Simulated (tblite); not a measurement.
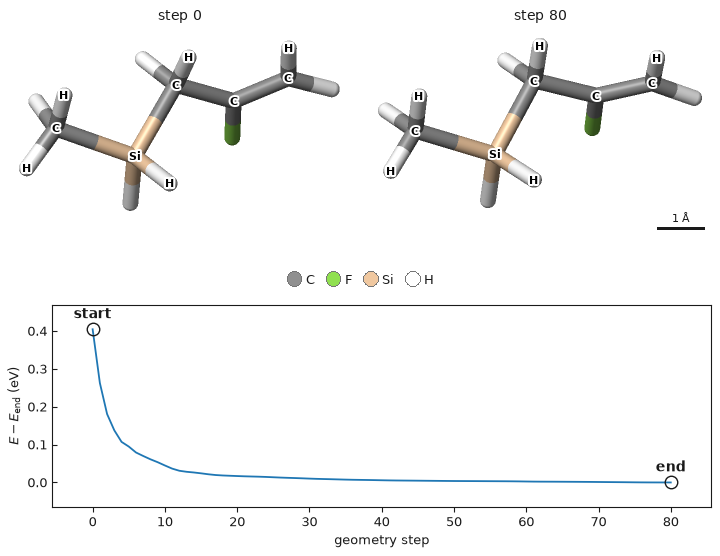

First and last geometry of a relaxation of C4H9FSi, with the history of the run. Style: stick. Shown at a tilt.

Method: GFN2-xTB geometry optimisation, gas phase in tblite 0.8.0. 

Read the history and describe the run.

It converged. Over 80 geometry steps the energy falls by 0.405 eV. The atom that moves furthest after the best rigid fit is an H atom (0.38 Å). By element the largest moves are H 0.38 Å, F 0.20 Å, C 0.16 Å, Si 0.07 Å. Among the contacts that change: C–Si 1.881 → 1.921 Å, C–H 1.125 → 1.088 Å, C–C 1.355 → 1.320 Å, C–H 1.104 → 1.073 Å. Among the angles between lasting bonds that change: C–C–C 117.7° → 128.7°, F–C–C 121.2° → 112.6°, H–C–H 113.8° → 107.6°.
